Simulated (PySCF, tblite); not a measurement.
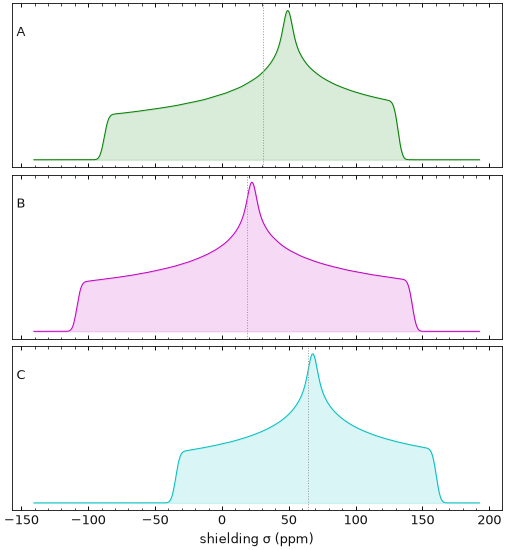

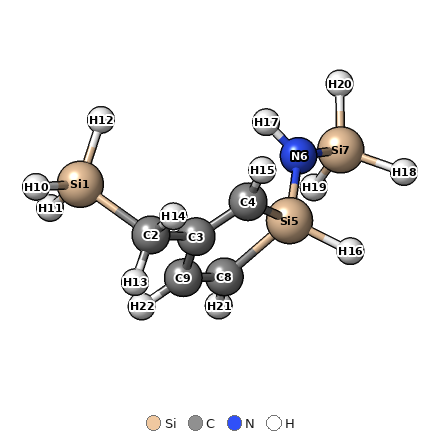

Static powder patterns (¹³C) from GIAO shielding tensors of C₅H₁₃NSi₃, SMILES [SiH3]CC1=C[Si@H](N[SiH3])C=C1, PBE0/pcSseg-1, PySCF 2.14.0, at a GFN2-xTB geometry (a minimum by its frequencies); absolute shielding, one fixed geometry of the isolated molecule without any motion, no dipolar terms. The dotted line is the isotropic value; skew is 3(σiso − σ22)/span.

Q: The panels belong to C3, C4 and C9. Which is which?

A: panel A: C9, σ11, σ22, σ33 = −88, 49, 132 ppm, isotropic 31, span 220 ppm, skew −0.25; panel B: C3, σ11, σ22, σ33 = −108, 22, 142 ppm, isotropic 19, span 251 ppm, skew −0.04; panel C: C4, σ11, σ22, σ33 = −35, 68, 160 ppm, isotropic 65, span 195 ppm, skew −0.05.

Caveats: the tight-binding geometry is rougher than a DFT one and adds to the error; one conformer of a flexible molecule.
